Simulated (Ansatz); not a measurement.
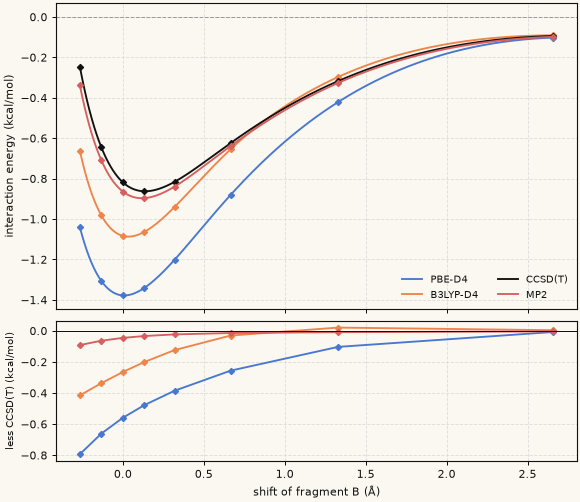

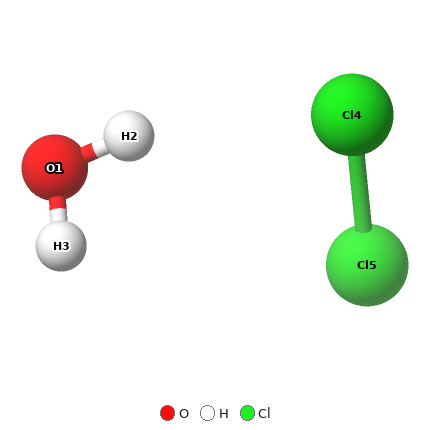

Interaction curve of the pair H₂O (A) and Cl₂ (B), SMILES O.ClCl, from the arrangement drawn (closest contact, H···H pairs aside, H2···Cl4 2.66 Å; others can bind more strongly), without the energy that it costs to deform the partners. The Ansatz code, def2-TZVPPD, cores frozen in correlated methods. Fragment B of a pair is moved rigidly from the minimum (PBE0-D4/def2-TZVP) along the line between the fragments' mean atom positions; interaction energies with counterpoise. Splines pass through the computed points, which are marked.

Where is the minimum of each curve?

PBE-D4: near 0.01 Å, −1.38 kcal/mol; B3LYP-D4: near 0.03 Å, −1.09 kcal/mol; CCSD(T): near 0.13 Å, −0.86 kcal/mol; MP2: near 0.12 Å, −0.90 kcal/mol (from the spline).

Which curve follows CCSD(T) best, and which worst?

Best MP2, worst PBE-D4; largest departures, offsets in depth included: MP2 0.09, B3LYP-D4 0.42, PBE-D4 0.79 kcal/mol. CCSD(T) is in the same finite basis, not at its limit.

Give the values at the computed points.

In kcal/mol:
```
shift of fragment B (Å)  PBE-D4  B3LYP-D4  CCSD(T)    MP2
                  −0.27   −1.04     −0.66    −0.25  −0.34
                  −0.13   −1.31     −0.98    −0.65  −0.71
                   0.00   −1.38     −1.08    −0.82  −0.86
                   0.13   −1.34     −1.06    −0.86  −0.90
                   0.32   −1.20     −0.94    −0.82  −0.84
                   0.66   −0.88     −0.66    −0.62  −0.64
                   1.33   −0.42     −0.30    −0.32  −0.33
                   2.66   −0.10     −0.09    −0.09  −0.10
```
